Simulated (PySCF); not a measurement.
# H3PO (SMILES O=[PH3]): PBE0/STO-3G

What is the vertical ionisation energy of H3PO at PBE0/STO-3G? Input form: a Python script.

The calculation is run with PySCF 2.14.0.

8 further runs of the same task are left out: 8 set aside as unsound or not needed.

**1. The molecule**

H3PO has 5 atoms, charge 0, and is taken as a singlet. SMILES: `O=[PH3]`. Geometry: relaxed at GFN2-xTB.

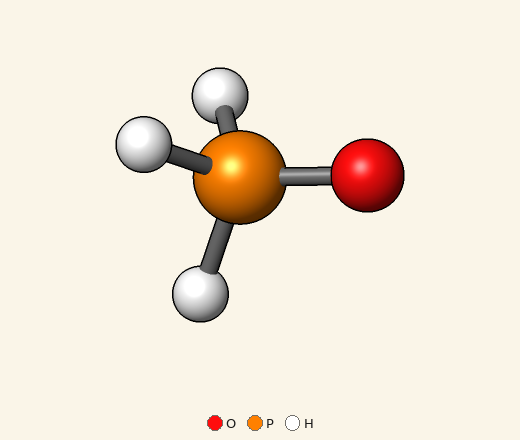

Viewed from a chosen angle; oxygen red, phosphorus orange, hydrogen white.

**2. A single-point energy at PBE0/STO-3G**

input.xyz reads:

```xyz
5
H3OP
O     -1.381960    -0.328270     0.532950
P     -0.058510    -0.014650     0.022530
H      0.807060     0.564860     0.939400
H      0.663660    -1.098320    -0.454890
H     -0.030250     0.876380    -1.039990
```

job.py reads:

```python
from pyscf import gto, dft

mol = gto.Mole()
mol.atom = 'input.xyz'
mol.max_memory = 1860
mol.basis = 'sto-3g'
mol.verbose = 4
mol.spin = 0
mol.build()

mf = dft.RKS(mol)
mf.xc = 'pbe0'
mf.conv_tol = 1e-10
mf.grids.level = 5
mf.kernel()
if not mf.converged:
    mf = mf.newton().run(mf.mo_coeff, mf.mo_occ)

e_final = mf.e_tot
print(f'total energy: {e_final:.8f} hartree')
```

Launch:

```bash
$ OMP_NUM_THREADS=1 python job.py
```

The program printed:

```text
PySCF version 2.14.0

[... 70 lines left out ...]
converged SCF energy = -413.117455251701
total energy: -413.11745525 hartree
```

Wall time 2.4 s (1 thread of Arm Neoverse V2, shared host); peak memory 0.18 GiB.

**3. The doublet cation**

calc.py reads:

```python
from pyscf import gto, dft

mol = gto.M(
    atom='''
O       -1.381960      -0.328270       0.532950
P       -0.058510      -0.014650       0.022530
H        0.807060       0.564860       0.939400
H        0.663660      -1.098320      -0.454890
H       -0.030250       0.876380      -1.039990
''',
    verbose=4,
    basis='sto-3g',
    max_memory=1860,
    spin=1,
    charge=1,
)

mf = dft.UKS(mol, xc='pbe0')
mf.grids.level = 5
mf.conv_tol = 1e-10
mf.kernel()
if not mf.converged:
    mf = mf.newton().run(mf.mo_coeff, mf.mo_occ)

energy = mf.e_tot
print('E(%s) = %.9f' % ('PBE0', energy))
```

Launch:

```bash
$ OMP_NUM_THREADS=1 python calc.py
```

The program printed:

```text
PySCF version 2.14.0

[... 52 lines left out ...]
WARN: beta  nocc = 12  HOMO -0.333626740216026 >= LUMO -0.333398181437313
[... 1 line left out ...]
WARN: HOMO -0.333398181437314 >= LUMO -0.333398181437313
[... 46 lines left out ...]
converged SCF energy = -412.885803708273  <S^2> = 0.75326474  2S+1 = 2.0032621
E(PBE0) = -412.885803708
```

It took 4.2 s on 1 thread of Arm Neoverse V2, shared host; peak memory 0.2 GiB.

**4. Outcome**

Level: PBE0/STO-3G.

| quantity | value |
| --- | --- |
| singlet H3PO: total energy | -413.11746 Eh |
| singlet H3PO: dipole moment | 2.86 D |
| singlet H3PO: HOMO energy | -2.80 eV |
| singlet H3PO: LUMO energy | 7.91 eV |
| singlet H3PO: HOMO–LUMO gap | 10.71 eV |
| doublet cation: total energy | -412.88580 Eh |
| doublet cation: HOMO energy (highest over α and β) | -14.13 eV |
| doublet cation: LUMO energy (lowest over α and β) | -9.81 eV |
| doublet cation: ⟨S²⟩ | 0.753 |
| vertical ionisation energy (to the doublet cation) | 6.304 eV |

**Reading.** Removing an electron at fixed nuclei costs 6.30 eV (145 kcal/mol). −ε(HOMO) before ionisation, 2.80 eV, is 3.50 eV below this ionisation energy. In a minimal basis such a difference can be off by several eV, whatever the method.
